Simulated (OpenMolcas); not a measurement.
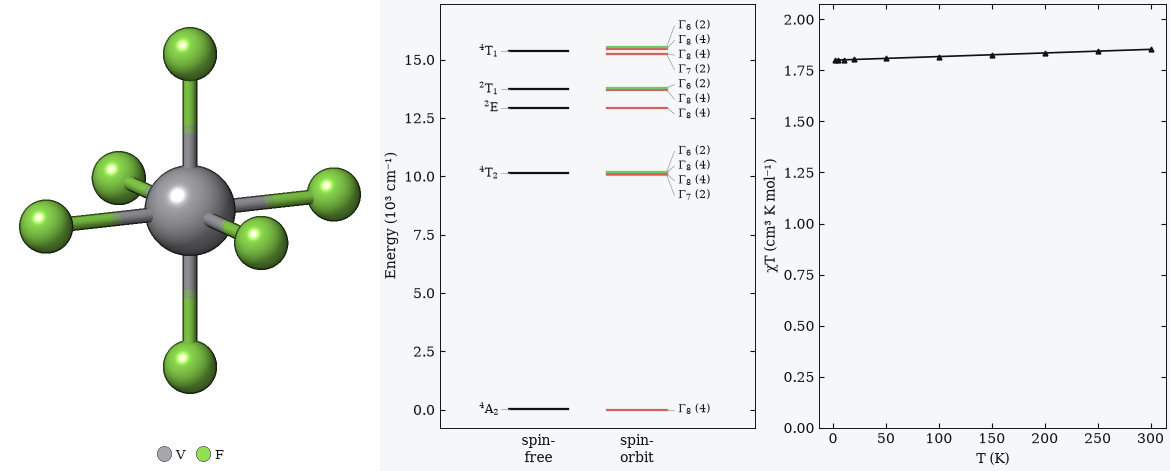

V²⁺ (3d³) as a dopant in NaF, a cluster with its 6 nearest F⁻ at 2.176 Å (octahedron) embedded in model potentials and point charges; the geometry was set, not optimised, and its levels and susceptibility. Labels give the representation in O, Td, D4 or D3 as the site allows (double group for half-integer spin) where it could be assigned and, in brackets, the degeneracy; spin-free states, where drawn, share the zero of the spin-orbit levels. The calculation used state-averaged SS-CASPT2, IPEA shift 0.25, real shift 0.3 hartree, closed shells 3s 3p correlated, active space 3 electrons in the shell 3d, basis ANO-RCC-VTZP on the metal and ANO-RCC-VDZP on the ligands, DKH2 scalar Hamiltonian, spin-orbit coupling by RASSI with atomic mean-field integrals (OpenMolcas). Powder susceptibility by Van Vleck's formula.

Describe the ground state and the low levels.

The ground level is Γ₈, 4-fold degenerate, 100 % from states of spin multiplicity 4. The next level lies at 10,100 cm⁻¹ (Γ₇). The lowest spin-free state is ⁴A₂, from the free-ion F term; of the same spin there follow at 10,100 cm⁻¹ (⁴T₂) and 15,400 cm⁻¹ (⁴T₁) above it. χT is 1.80 cm³ K mol⁻¹ at 2 K and 1.85 at 300 K, an effective moment of 3.85 μB.

Caveat: the geometry is set by hand, with no relaxation and no charge compensation.
